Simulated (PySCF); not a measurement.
CH2ClSi (doublet)

```
atom   x (Å)    y (Å)    z (Å)
   C  0.1810   0.3659   0.7671
  Cl  0.8192  -2.1691  -0.7766
  Si  0.0433  -0.1960  -1.0057
   H  0.2589  -0.2950   1.6323
   H  0.0346   1.4165   1.0288
```

Geometry: B3LYP/6-31G*.

The calculation used Gaussian-basis quantum chemistry of an isolated molecule with PySCF, energy and nuclear gradient, functional PBE0 in PySCF 2.14.0.

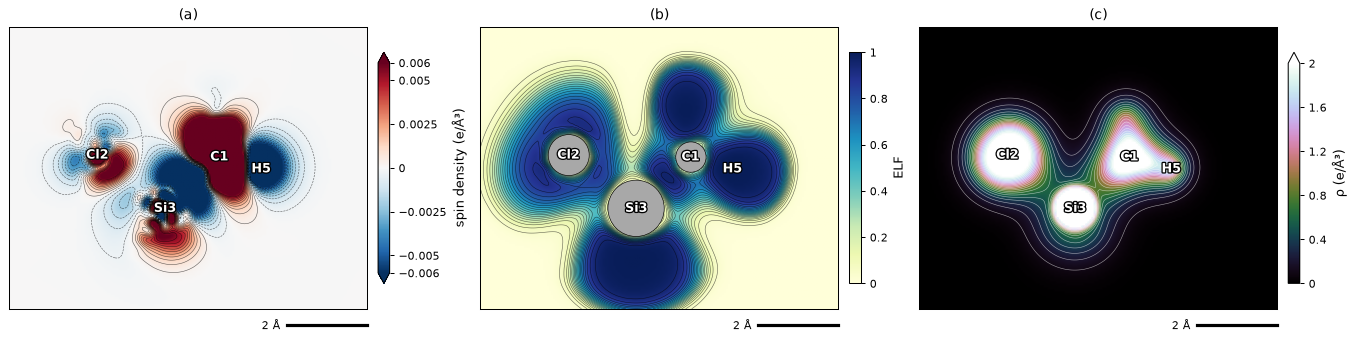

Figure 1. (a) spin density (α minus β); (b) electron localisation function; (c) total electron density on the plane of atoms C1, Si3 and Cl2. Grey discs cover the atomic cores in the ELF map.

### What do the fields say about this system?

The section cuts through C, Cl, Si and H sites.
C–Si (1.86 Å): the density is about 0.96 e/Å³ at the midpoint; the ELF peaks at about 0.95 between the atoms, as expected for a shared electron pair.
Si–Cl (2.13 Å): ρ is about 0.78 e/Å³ halfway; the ELF peaks at about 0.85 between the atoms; a shared but strongly polarised pair.
C–H (1.09 Å): the density is about 2 e/Å³ at the midpoint; the ELF climbs to about 1 towards the hydrogen, as it does in any bond to H: a covalent bond by its length.
The ELF also peaks beside Si3 and Cl2, away from the bonds: non-bonding electrons, paired or unpaired.
The unpaired spin (1 electron) lies mostly on C1 (about 0.7) and Si3 (about 0.2), in electrons by Hirshfeld's partition.

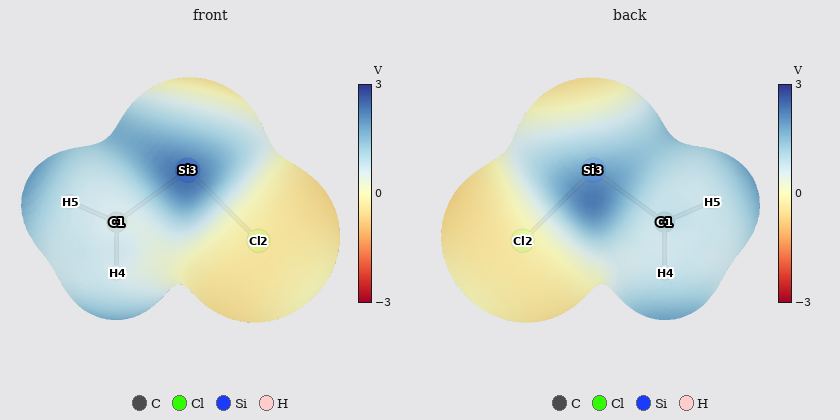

Figure 2. The electrostatic potential painted on the density surface at 0.004 e/bohr³, seen from the front and from behind; red is negative and blue positive.

### Which sites attract a positive test charge, and which a negative one?

A positive charge is drawn to the negative regions and a negative charge to the positive ones. The most negative region (about −0.6 V) lies over Cl2, the most positive (about +2.4 V) over Si3.

### What dipole moment does the calculation give?

Its dipole moment is 2.20 D.

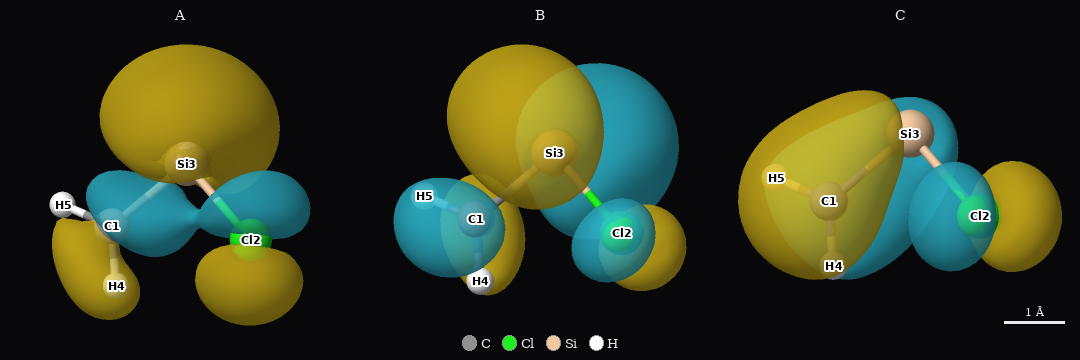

Figure 3. Three frontier orbitals at ±0.08 Å⁻³ᐟ² (yellow and cyan are the two phases), in no order.

### Which picture is the HOMO−1, the HOMO and the LUMO? All are α orbitals.

C is the HOMO−1 (α) (−7.95 eV). By Hirshfeld shares it lies mainly on C1 (about 60 %), Si3 (about 20 %) and Cl2 (about 15 %). A is the HOMO (α) (−7.11 eV). Its weight (Hirshfeld) is mainly on Si3 (about 65 %), Cl2 (about 20 %) and C1 (about 15 %). B is the LUMO (α) (−2.08 eV). Its weight (Hirshfeld) is mainly on Si3 (about 70 %), C1 (about 15 %) and Cl2 (about 10 %).

### What is the gap between the highest occupied and lowest empty α orbitals?

5.03 eV between the orbital energies.
